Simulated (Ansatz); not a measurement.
**SiWAu in the AlB2 type: lattice stability ahead of a resistivity run**

The plan: relax SiWAu in the AlB2 type, check its phonons, and, if the lattice is stable, compute its Eliashberg function and ρ(T).

Method: DFT PBEsol, scalar-relativistic, plane waves, PAW; PAW set soft_1, in Ansatz 0.2.0.

The structure was built from a prototype and need not be the compound's stable phase.

## Step 1: Set-up

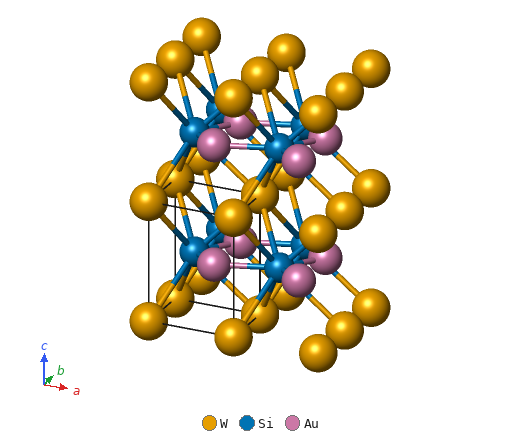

The cell as given, slightly off an axis (tungsten orange, silicon blue, gold pink). 2×2×2 cells are drawn. Bonds to atoms that aren't drawn are left out. Some periodic images of atoms are drawn too.

## Step 2: Relaxation

Lattice constant and positions set the bands and the force constants, so the cell is relaxed first.

File input.yaml:

```yaml
crystal:
  lattice:
    - [3.87126, 0.0, 0.0]
    - [-1.93563, 3.35261, 0.0]
    - [0.0, 0.0, 4.06482]
  atoms:
    - { symbol: W, position: [0.0, 0.0, 0.0] }
    - { symbol: Si, position: [0.33333333, 0.66666667, 0.5] }
    - { symbol: Au, position: [0.66666667, 0.33333333, 0.5] }
kpoints:
  mp_grid: { grid: [9, 9, 8] }
hamiltonian:
  xc: pbesol
  pseudopotentials: { kind: paw, azcp: { folder: soft_1 }, xc_functional: pbe }
scf:
  occupations: { method: gaussian, width: 0.1 }
output:
  forces: true
  stress: true
  eigenvalues: true
relax:
  adjacent_minimum: "off"
  f_tol: 0.005
  max_steps: 80
  cell: { stress_tol: 0.05 }
```

On the command line:

```console
$ ansatz run input.yaml --threads 4 --pin off --max-ram 12288MiB --backend cpu --events-out ev --progress --plain --runs-dir out
```

Numbers of over 12 decimals in the logs are rounded to 6 here.

Output:

```text
Engine: ansatz 0.2.0, x86_64-unknown-linux-gnu
Pseudopotentials: kind: paw
Pseudopotential: W, paw, valence charge 14, recommended cutoff 420 eV (normal), soft_1/W.paw.azcp
Pseudopotential: Si, paw, valence charge 4, recommended cutoff 420 eV (normal), soft_1/Si.paw.azcp
Pseudopotential: Au, paw, valence charge 19, recommended cutoff 420 eV (normal), soft_1/Au.paw.azcp
Functional definition: PBEsol
  exchange = pbesol_x
  correlation = pbesol_c
Crystal: 3 atoms, lattice volume = 52.757 Å³
Basis set: ecut = 420 eV, 1033 PW (Γ), exchange–correlation on 54×54×60 points (8 copies of the dense FFT grid, shifted against one another)
Bands: 23, of which v1, the nominal top of the filled ones, is band 19 counted from 1 (18 counted from 0)
Symmetry: 12 space group operations
Space group: P-6m2 (ITA 187), of the structure as read, at distance tolerance 3.8e-5 Å
k-points: 60 of 648 (time reversal used)
Non-local potential: W, projectors of the file, l = 0: 3, l = 1: 2, l = 2: 2, l = 3: 1
Non-local potential: Si, projectors of the file, l = 0: 2, l = 1: 2, l = 2: 1
Non-local potential: Au, projectors of the file, l = 0: 3, l = 1: 2, l = 2: 2, l = 3: 1
PAW form: soft (Blöchl's): semilocal exchange-correlation on the pseudo side does not see the compensation charge
PAW frozen core: W, regenerated for the run's functional, and the local potential with it (the file was generated under x = pbe(κ = 0.804, μ = 0.219515), c = pbe(β = 0.066725))
PAW frozen core: Si, regenerated for the run's functional, and the local potential with it (the file was generated under x = pbe(κ = 0.804, μ = 0.219515), c = pbe(β = 0.066725))
PAW frozen core: Au, regenerated for the run's functional, and the local potential with it (the file was generated under x = pbe(κ = 0.804, μ = 0.219515), c = pbe(β = 0.066725))
PAW one-centre angular grid: W, 590 points (default); XC on 64 Gauss nodes
PAW one-centre angular grid: Si, 110 points (default); XC on 64 Gauss nodes
PAW one-centre angular grid: Au, 590 points (default); XC on 64 Gauss nodes
Initial density: superposition of atomic densities (chi_scale 0.1, normalization cell, long waves kept (reshape's long-wave potential 0.00 eV rms))
Initial wavefunctions: pseudopotential atomic-orbital guess
Functional: x = pbesol(κ = 0.804, μ = 0.123457), c = pbesol(β = 0.046)
SCF iter   1: F=—  HF=-23888.093070 eV  |F-HF|=—  |Δ(HF+E_count)|=         —  Δρ=1.40e-1  dr2=1.56e1  ethr=3.10e-3  ⟨swp⟩=5.7  Hψ=6158  notcnv=0
preconditioner: auto → Kerker (q_TF=auto, 2.572 Å⁻¹)  [metal: Δε(μ)=0.010 eV  Ē_g=6.553 eV  σ=0.100 eV  W_gap=0.06  n_scr=20 (ndim 8)  ℏωp=23.4 eV  f_vac=0.000  D(μ)=7.04/eV (n_scr^D=96)]
SCF iter   2: F=—  HF=-23885.790564 eV  |F-HF|=—  |Δ(HF+E_count)|=    2.30e0  Δρ=6.40e-2  dr2=3.46e0  ethr=3.10e-3  ⟨swp⟩=2.2  Hψ=3164  notcnv=0
SCF iter   3: F=—  HF=-23885.063515 eV  |F-HF|=—  |Δ(HF+E_count)|=   7.27e-1  Δρ=1.42e-2  dr2=2.09e-1  ethr=3.10e-3  ⟨swp⟩=2.3  Hψ=2406  notcnv=0
SCF iter   4: F=—  HF=-23885.013470 eV  |F-HF|=—  |Δ(HF+E_count)|=   5.00e-2  Δρ=2.84e-3  dr2=5.87e-3  ethr=5.64e-4  ⟨swp⟩=2.2  Hψ=2139  notcnv=0
SCF iter   5: F=—  HF=-23885.011610 eV  |F-HF|=—  |Δ(HF+E_count)|=   1.86e-3  Δρ=8.49e-4  dr2=4.75e-4  ethr=1.59e-5  ⟨swp⟩=1.9  Hψ=1983  notcnv=0
SCF iter   6: F=—  HF=-23885.011451 eV  |F-HF|=—  |Δ(HF+E_count)|=   1.59e-4  Δρ=2.43e-4  dr2=5.53e-5  ethr=1.28e-6  ⟨swp⟩=2.2  Hψ=1974  notcnv=0
SCF iter   7: F=—  HF=-23885.011451 eV  |F-HF|=—  |Δ(HF+E_count)|=   2.30e-7  Δρ=5.32e-5  dr2=1.55e-6  ethr=1.49e-7  ⟨swp⟩=2.0  Hψ=1863  notcnv=0
SCF iter   8: F=-23885.011451 eV  HF=-23885.011451 eV  |F-HF|=6.67e-8  |Δ(HF+E_count)|=   2.03e-7  Δρ=1.15e-5  dr2=9.54e-8  ethr=2.70e-10  ⟨swp⟩=4.1  Hψ=6301  notcnv=0
SCF 1 converged in 8 iterations: F = -23885.011451 eV  dr2 = 9.54e-8
  greatest PAW one-centre occupation: 1.000 electrons in one spin orbital (limit 2), on the Au atom at site 2 (counted from 0), in its partial waves of l = 0
relax step   1: F+E_penalty+E_count = -23885.01145105 eV  Δ(F+E_penalty+E_count) = +0.000e0 eV  max|allowed force component| = 1.727e-16 eV/Å  Δτ_max = 0.0000 Å  P = -6.960 GPa  Ω = 52.757 Å³  (8 SCF iters, dr2 threshold 1.00e-7 eV, accepted)
Crystal: 3 atoms, lattice volume = 50.621 Å³
Basis set: ecut = 420 eV, 997 PW (Γ), exchange–correlation on 54×54×60 points (8 copies of the dense FFT grid, shifted against one another)
Initial density: handed on by an earlier stage of this run
Initial wavefunctions: those handed on with the density
iter 1 solved again at ethr=9.17e-5 eV; its pass at ethr=3.10e-3 eV (dr2=3.39e-2 eV) is discarded
SCF iter   1: F=—  HF=-23885.417498 eV  |F-HF|=—  |Δ(HF+E_count)|=         —  Δρ=6.41e-3  dr2=3.31e-2  ethr=9.17e-5  ⟨swp⟩=1.0  Hψ=7359  notcnv=0
preconditioner: auto → Kerker (q_TF=auto, 2.589 Å⁻¹)  [metal: Δε(μ)=0.021 eV  Ē_g=7.460 eV  σ=0.100 eV  W_gap=0.12  n_scr=20 (ndim 8)  ℏωp=23.9 eV  f_vac=0.000  D(μ)=3.61/eV (n_scr^D=28)]
SCF iter   2: F=—  HF=-23885.411607 eV  |F-HF|=—  |Δ(HF+E_count)|=   5.89e-3  Δρ=2.92e-3  dr2=4.03e-3  ethr=8.95e-5  ⟨swp⟩=2.1  Hψ=1694  notcnv=0
SCF iter   3: F=—  HF=-23885.410767 eV  |F-HF|=—  |Δ(HF+E_count)|=   8.40e-4  Δρ=1.19e-3  dr2=6.40e-4  ethr=1.09e-5  ⟨swp⟩=1.4  Hψ=1552  notcnv=0
SCF iter   4: F=—  HF=-23885.410616 eV  |F-HF|=—  |Δ(HF+E_count)|=   1.51e-4  Δρ=1.56e-4  dr2=1.34e-5  ethr=1.73e-6  ⟨swp⟩=2.4  Hψ=2211  notcnv=0
SCF iter   5: F=—  HF=-23885.410619 eV  |F-HF|=—  |Δ(HF+E_count)|=   2.53e-6  Δρ=4.55e-5  dr2=1.41e-6  ethr=3.63e-8  ⟨swp⟩=2.1  Hψ=1953  notcnv=0
SCF iter   6: F=-23885.410619 eV  HF=-23885.410619 eV  |F-HF|=4.47e-8  |Δ(HF+E_count)|=   3.51e-7  Δρ=1.24e-5  dr2=1.01e-7  ethr=8.11e-10  ⟨swp⟩=5.5  Hψ=5649  notcnv=0
SCF 2 converged in 6 iterations: F = -23885.410619 eV  dr2 = 1.01e-7
relax step   2: F+E_penalty+E_count = -23885.41061856 eV  Δ(F+E_penalty+E_count) = -3.992e-1 eV  max|allowed force component| = 1.172e-16 eV/Å  Δτ_max = 0.0000 Å  P = -3.349 GPa  Ω = 50.621 Å³  energy of the carried Pulay correction = +4.656e-4 eV  (6 SCF iters, dr2 threshold 3.00e-7 eV, accepted)
Crystal: 3 atoms, lattice volume = 49.617 Å³
Basis set: ecut = 420 eV, 961 PW (Γ), exchange–correlation on 54×54×60 points (8 copies of the dense FFT grid, shifted against one another)
iter 1 solved again at ethr=6.57e-5 eV; its pass at ethr=3.10e-3 eV (dr2=2.43e-2 eV) is discarded
SCF iter   1: F=—  HF=-23885.799297 eV  |F-HF|=—  |Δ(HF+E_count)|=         —  Δρ=6.04e-3  dr2=2.40e-2  ethr=6.57e-5  ⟨swp⟩=1.1  Hψ=7809  notcnv=0
[...]
relax step   6: F+E_penalty+E_count = -23886.56506418 eV  Δ(F+E_penalty+E_count) = -1.763e-1 eV  max|allowed force component| = 7.324e-17 eV/Å  Δτ_max = 0.0000 Å  P = +3.316 GPa  Ω = 45.272 Å³  energy of the carried Pulay correction = +1.672e-3 eV  (6 SCF iters, dr2 threshold 3.00e-7 eV, accepted)
relax step   7: F+E_penalty+E_count = -23886.88236135 eV  Δ(F+E_penalty+E_count) = -3.173e-1 eV  max|allowed force component| = 5.551e-17 eV/Å  Δτ_max = 0.0000 Å  P = +1.140 GPa  Ω = 44.974 Å³  energy of the carried Pulay correction = +1.712e-3 eV  (6 SCF iters, dr2 threshold 3.00e-7 eV, accepted)
relax step   8: F+E_penalty+E_count = -23886.93179853 eV  Δ(F+E_penalty+E_count) = -4.944e-2 eV  max|allowed force component| = 6.977e-17 eV/Å  Δτ_max = 0.0000 Å  P = +7.347 GPa  Ω = 43.903 Å³  energy of the carried Pulay correction = +1.964e-3 eV  (6 SCF iters, dr2 threshold 3.00e-7 eV, accepted)
relax step   9: F+E_penalty+E_count = -23886.97617935 eV  Δ(F+E_penalty+E_count) = -4.438e-2 eV  max|allowed force component| = 7.093e-17 eV/Å  Δτ_max = 0.0000 Å  P = -0.808 GPa  Ω = 45.242 Å³  energy of the carried Pulay correction = +1.617e-3 eV  (6 SCF iters, dr2 threshold 3.00e-7 eV, accepted)
relax step  10: F+E_penalty+E_count = -23886.97800627 eV  Δ(F+E_penalty+E_count) = -1.827e-3 eV  max|allowed force component| = 1.079e-16 eV/Å  Δτ_max = 0.0000 Å  P = -0.088 GPa  Ω = 45.117 Å³  energy of the carried Pulay correction = +1.648e-3 eV  (6 SCF iters, dr2 threshold 3.00e-7 eV, accepted)
relax step  11: F+E_penalty+E_count = -23886.97806630 eV  Δ(F+E_penalty+E_count) = -6.004e-5 eV  max|allowed force component| = 1.175e-16 eV/Å  Δτ_max = 0.0000 Å  P = -0.002 GPa  Ω = 45.105 Å³  energy of the carried Pulay correction = +1.650e-3 eV  (6 SCF iters, dr2 threshold 2.74e-7 eV, accepted)
relax step  12: F+E_penalty+E_count = -23886.98115742 eV  Δ(F+E_penalty+E_count) = -3.091e-3 eV  max|allowed force component| = 1.175e-16 eV/Å  Δτ_max = 0.0000 Å  P = +0.131 GPa  Ω = 45.105 Å³  stress off target by 2.17e-1 GPa  SCF on the basis re-selected at this cell (its energy is not comparable with the rows above)  (6 SCF iters)
relax step  13: F+E_penalty+E_count = -23886.98118989 eV  Δ(F+E_penalty+E_count) = -3.247e-5 eV  max|allowed force component| = 1.729e-16 eV/Å  Δτ_max = 0.0000 Å  P = +0.006 GPa  Ω = 45.133 Å³  energy of the carried Pulay correction = -8.718e-6 eV  (6 SCF iters, dr2 threshold 1.18e-7 eV, accepted)
iter 1 solved again at ethr=1.09e-7 eV; its pass at ethr=3.10e-3 eV (dr2=4.04e-5 eV) is discarded
SCF iter   1: F=—  HF=-23886.981200 eV  |F-HF|=—  |Δ(HF+E_count)|=         —  Δρ=2.89e-6  dr2=6.94e-10  ethr=1.09e-7  ⟨swp⟩=3.0  Hψ=9338  notcnv=0
eigensolver tolerance schedule: the retry pair's looser diagonalisation over-reported the residual by 58156.28 of it (diagonalisation noise at an unbounded share of the residual, at the tolerance the schedule requests for it); recorded, not acted on — ethr = c·dr2/N_el stays at c = 1.0e-1
preconditioner: auto → none  [metal: Δε(μ)=0.039 eV  Ē_g=7.807 eV  σ=0.100 eV  W_gap=0.21  n_scr=8 (ndim 8)  ℏωp=25.3 eV  f_vac=0.000  D(μ)=2.69/eV (n_scr^D=26)]
SCF iter   2: F=—  HF=-23886.981202 eV  |F-HF|=—  |Δ(HF+E_count)|=   1.76e-6  Δρ=1.34e-6  dr2=1.88e-10  ethr=1.88e-12  ⟨swp⟩=3.1  Hψ=3234  notcnv=0
iter 3 did not close the SCF: its close was put off for the readings that it lacked (scf_convergence_deferred on its scf_iter line)
SCF iter   3: F=-23886.981202 eV  HF=-23886.981202 eV  |F-HF|=2.18e-11  |Δ(HF+E_count)|=  4.73e-11  Δρ=5.94e-7  dr2=2.81e-11  ethr=1.00e-12  ⟨swp⟩=1.0  Hψ=1380  notcnv=0
iter 4 did not close the SCF: its close was put off for the readings that it lacked (scf_convergence_deferred on its scf_iter line)
SCF iter   4: F=-23886.981202 eV  HF=-23886.981202 eV  |F-HF|=3.64e-12  |Δ(HF+E_count)|=  3.27e-11  Δρ=6.09e-8  dr2=6.76e-13  ethr=1.00e-12  ⟨swp⟩=1.0  Hψ=1380  notcnv=0
iter 5 did not close the SCF: its close was put off for the readings that it lacked (scf_convergence_deferred on its scf_iter line)
SCF iter   5: F=-23886.981202 eV  HF=-23886.981202 eV  |F-HF|=3.64e-12  |Δ(HF+E_count)|=  3.64e-12  Δρ=1.67e-8  dr2=6.83e-14  ethr=1.00e-12  ⟨swp⟩=1.0  Hψ=1380  notcnv=0
iter 6 did not close the SCF: its close was put off for the readings that it lacked (scf_convergence_deferred on its scf_iter line)
SCF iter   6: F=-23886.981202 eV  HF=-23886.981202 eV  |F-HF|=0.00e0  |Δ(HF+E_count)|=  7.28e-12  Δρ=5.02e-9  dr2=7.78e-15  ethr=1.00e-12  ⟨swp⟩=1.0  Hψ=1380  notcnv=0
SCF iter   7: F=-23886.981202 eV  HF=-23886.981202 eV  |F-HF|=0.00e0  |Δ(HF+E_count)|=  7.28e-12  Δρ=1.70e-9  dr2=7.81e-16  ethr=1.00e-12  ⟨swp⟩=2.0  Hψ=3631  notcnv=0
SCF 14 converged in 7 iterations: F = -23886.981202 eV  dr2 = 7.81e-16
relax step  14: F+E_penalty+E_count = -23886.98120179 eV  Δ(F+E_penalty+E_count) = -1.190e-5 eV  max|allowed force component| = 1.752e-16 eV/Å  Δτ_max = 0.0000 Å  P = +0.006 GPa  Ω = 45.133 Å³  stress off target by 7.45e-3 GPa  SCF on the basis re-selected at this cell (its energy is not comparable with the rows above)  (7 SCF iters)
basis re-selected at this cell: Δ(F+E_penalty+E_count) = -1.190e-5 eV, ΔP = -0.000 GPa vs the last step (what re-selecting the basis moved, of the pressure what is left beyond the Pulay correction that the steps carried, after the strain that the cell walked since its last selection, with what the two solves' SCF thresholds leave and, on support functions, any second-order correction that the steps lacked; it is no m [...]
SCF converged after 7 iterations
Free energy (F): -23886.981202 eV
Harris-Foulkes:  -23886.981202 eV  (|F-HF|=0.00e0)
Internal energy: -23886.967766 eV  (E = F + TS)
E sigma→0 (E₀):  -23886.974484 eV
Entropy (-TS):   -0.013436 eV (-4.479 meV/atom)
Fermi energy:    19.627999 eV
--- Per-component energies (eV) ---
  E_band       = -325.991071
  E_kinetic    = 1043.975335
  E_local      = -2907.137467  (includes V_loc(G=0)·N_el)
  E_nonlocal   = 98.172774
  E_hartree    = 1271.636885
  E_xc         = -538.190528
  E_vxc        = -543.188703  (∫ρ·V_xc dr)
  E_paw        = -18537.465606  (= ΣΔE_a)
  E_vpaw       = -561.088582  (= ΣTr[D̂ρ^β])
  E_aug_tail   = 0.001804  (compensation charges beyond the density's cutoff)
  E_ewald      = -4318.523908
  E_core_change = 0.562945  (= ΣΔE_core)
  E_smearing   = -0.013436  (= −TS)
  E_closure    = 0.000000  (closes the sum)
  Σ components = -23886.981202   (vs F -23886.981202, Δ=0.00e0)
--- Forces (eV/Å), atoms counted from 1 ---
  atom   1  W      0.00000000    -0.00000000     0.00000000
  atom   2  Si    -0.00000000    -0.00000000     0.00000000
  atom   3  Au    -0.00000000    -0.00000000     0.00000000
  max |Σ_I F_I| component: 5.70e-16 eV/Å
--- Stress (GPa, compression-positive) ---
        0.007454       0.000000       0.000000
        0.000000       0.007454      -0.000000
        0.000000      -0.000000       0.004205
  P = ⅓ Tr σ = 0.0064 GPa (0.064 kbar)
--- Band table (eV; the first three rows and the last of 60) ---
  k-point 0: bands = [... 15 lower, 16.0281, 16.0281, 19.0834, 21.6378, 21.6378, 22.1866, 22.1866, 25.1297]
  k-point 1: bands = [... 15 lower, 16.6453, 16.6453, 19.3164, 20.3290, 20.3290, 22.9131, 23.6555, 23.6555]
  k-point 2: bands = [... 15 lower, 17.5559, 17.5587, 19.2315, 19.2315, 19.9419, 20.7977, 24.1065, 24.1065]
  k-point 59: bands = [... 15 lower, 17.4083, 17.6433, 17.6805, 20.6199, 20.7373, 21.2306, 21.8999, 22.5221]
--- Relaxed structure (12 steps of the walk, 12 accepted, 2 SCFs on fresh bases) ---
  F+E_penalty+E_count = -23886.98120179 eV   max|allowed force component| = 1.752e-16 eV/Å   (the final SCF, on the basis selected at the relaxed cell)
  cell:  # Å, volume = 45.1330 Å³
    - [4.354600, 2.6830744318795193e-17, 1.4256655875515776e-17]
    - [-2.177300, 3.771194, -7.128327937757882e-18]
    - [1.496947651535308e-17, 0, 2.748315]
  atoms:
    - { symbol: W, position: [0, 0, 0] }
    - { symbol: Si, position: [0.333333, 0.666667, 0.5] }
    - { symbol: Au, position: [0.666667, 0.333333, 0.5] }
```

Elapsed: 28 s, on 4 threads of Intel Xeon Platinum 8488C (Sapphire Rapids), shared host; peak memory 0.56 GiB; 1.8 min of CPU time.

The steps of the relaxation:

| step | energy less that of the first step (eV) | largest force component (eV/Å) | pressure (GPa) | volume (Å³) |
| --- | --- | --- | --- | --- |
| 1 | 0.0000 | 0.0000 | -6.96 | 52.76 |
| 2 | -0.3992 | 0.0000 | -3.35 | 50.62 |
| 3 | -0.7829 | 0.0000 | -3.95 | 49.62 |
| 4 | -1.0923 | 0.0000 | -0.15 | 47.71 |
| 5 | -1.3773 | 0.0000 | -1.45 | 46.97 |
| 6 | -1.5536 | 0.0000 | 3.32 | 45.27 |
| 7 | -1.8709 | 0.0000 | 1.14 | 44.97 |
| 8 | -1.9203 | 0.0000 | 7.35 | 43.90 |
| 9 | -1.9647 | 0.0000 | -0.81 | 45.24 |
| 10 | -1.9666 | 0.0000 | -0.09 | 45.12 |
| 11 | -1.9666 | 0.0000 | 0.00 | 45.10 |
| 12* | -1.9697 | 0.0000 | 0.13 | 45.10 |
| 13 | -1.9697 | 0.0000 | 0.01 | 45.13 |
| 14* | -1.9698 | 0.0000 | 0.01 | 45.13 |

Relaxation steps marked * repeat the geometry before them on a plane-wave basis chosen anew for their cell, so energy and pressure can jump there.

Forces are held to the 12 operations that the run works with; a distortion that breaks them can't arise in this run.

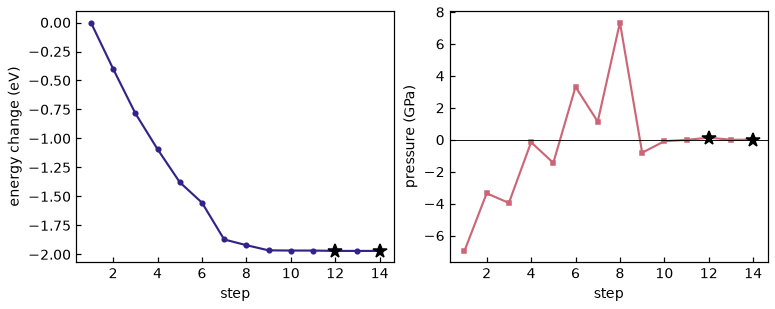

Energy and pressure along the relaxation. Stars mark steps on a basis chosen anew.

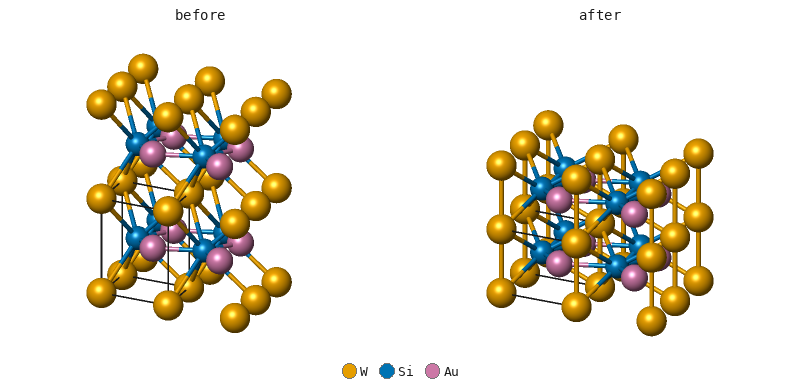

Before and after, at one scale. Bonds to atoms that aren't drawn are left out.

| cell as run | before | after | change |
| --- | --- | --- | --- |
| a (Å) | 3.871 | 4.355 | +12.5 % |
| b (Å) | 3.871 | 4.355 | +12.5 % |
| c (Å) | 4.065 | 2.748 | -32.4 % |
| volume (Å³/atom) | 17.59 | 15.04 | -14.5 % |

The relaxed structure:

```cif
data_structure
_symmetry_space_group_name_H-M 'P 1'
_symmetry_Int_Tables_number 1
_cell_length_a 4.3546
_cell_length_b 4.3546
_cell_length_c 2.7483
_cell_angle_alpha 90.000
_cell_angle_beta 90.000
_cell_angle_gamma 120.000
_cell_volume 45.13
loop_
_atom_site_label
_atom_site_type_symbol
_atom_site_fract_x
_atom_site_fract_y
_atom_site_fract_z
_atom_site_occupancy
W1 W 0.00000 0.00000 0.00000 1
Si2 Si 0.33333 0.66667 0.50000 1
Au3 Au 0.66667 0.33333 0.50000 1
```

This step gave:

```yaml
pressure: 0.006371 GPa
volume_per_atom: 15.04 Å³/atom
metallic_on_mesh: yes
gap_on_the_k_mesh: 0 eV
```

The largest force is now zero by symmetry and the largest stress component 0.0075 GPa.

## Step 3: Relaxing cell and atoms

The cell moved far, so the relaxation is started again from the new cell to confirm it.

input.yaml, the sections that differ from step 2:

```yaml
crystal:
  lattice:
    - [4.3546000065, 0.0, 0.0]
    - [-2.1773000032, 3.7711942289, 0.0]
    - [0.0, 0.0, 2.7483153593]
  atoms:
    - { symbol: W, position: [0.0, 0.0, 0.0] }
    - { symbol: Si, position: [0.3333333333, 0.6666666667, 0.5] }
    - { symbol: Au, position: [0.6666666667, 0.3333333333, 0.5] }
kpoints:
  mp_grid: { grid: [9, 9, 10] }
# hamiltonian, scf, output, relax: as in step 2
```

Output:

```text
[the first part of the log is left out]
  E_paw        = -18537.476742  (= ΣΔE_a)
  E_vpaw       = -561.111501  (= ΣTr[D̂ρ^β])
  E_aug_tail   = 0.001800  (compensation charges beyond the density's cutoff)
  E_ewald      = -4317.940401
  E_core_change = 0.562945  (= ΣΔE_core)
  E_smearing   = -0.015262  (= −TS)
  E_closure    = -0.000000  (closes the sum)
  Σ components = -23886.977041   (vs F -23886.977041, Δ=0.00e0)
[...]
--- Stress (GPa, compression-positive) ---
       -0.000377      -0.000000       0.000000
       -0.000000      -0.000377       0.000000
        0.000000       0.000000       0.000186
  P = ⅓ Tr σ = -0.0002 GPa (-0.002 kbar)
--- Band table (eV; the first three rows and the last of 72) ---
[...]
--- Relaxed structure (4 steps of the walk, 3 accepted, 1 SCFs on fresh bases) ---
[...]
cell:  # Å, volume = 45.1330 Å³
    - [4.357674, -2.8887872398589285e-11, 0.0]
    - [-2.178837, 3.773857, 0.0]
    - [0.0, 0.0, 2.744442]
  atoms:
    - { symbol: W, position: [0, 0, 0.0] }
    - { symbol: Si, position: [0.333333, 0.666667, 0.5] }
    - { symbol: Au, position: [0.666667, 0.333333, 0.5] }
```

It took 11 s on 4 threads; peak memory 0.54 GiB.

Relaxation path:

| step | energy less that of the first step (eV) | largest force component (eV/Å) | pressure (GPa) | volume (Å³) |
| --- | --- | --- | --- | --- |
| 1 | 0.0000 | 0.0000 | -0.04 | 45.13 |
| 2 | -0.0001 | 0.0000 | 0.19 | 45.10 |
| 3 | 0.0000 | 0.0000 | -0.18 | 45.17 |
| 4 | -0.0001 | 0.0000 | 0.00 | 45.13 |
| 5 | -0.0001 | 0.0000 | 0.00 | 45.13 |

The log counts 1 steps on a newly chosen plane-wave basis, not all of them marked here; energy and pressure can jump at such steps. Relaxation step 3 was tried and not accepted.

| conventional cell, symmetrised | before | after | change |
| --- | --- | --- | --- |
| a (Å) | 4.355 | 4.358 | +0.1 % |
| b (Å) | 4.355 | 4.358 | +0.1 % |
| c (Å) | 2.748 | 2.744 | -0.1 % |
| volume (Å³/atom) | 15.04 | 15.04 | +0.0 % |

The relaxed structure:

```xyz
3
Lattice="4.3577 0.0000 0.0000 -2.1788 3.7739 0.0000 0.0000 0.0000 2.7444" Properties=species:S:1:pos:R:3 pbc="T T T"
W     0.0000    0.0000    0.0000
Si    0.0000    2.5159    1.3722
Au    2.1788    1.2580    1.3722
```

Numbers from this step:

| Quantity | Value |
| --- | --- |
| pressure | -1.89e-4 GPa |

The largest force is now zero by symmetry and the largest stress component 3.8e-4 GPa.

[end of part 1 of 3]

[Logs are printed without paths, hosts, clocks, repeated set-up lines and the standing remarks that a program may print on its own settings, such as how far it seeks lower states.]

[Hosts, paths, dates, database ids (printed as entryN), source tags and the programs' standing remarks are cut or masked in the printed files.]
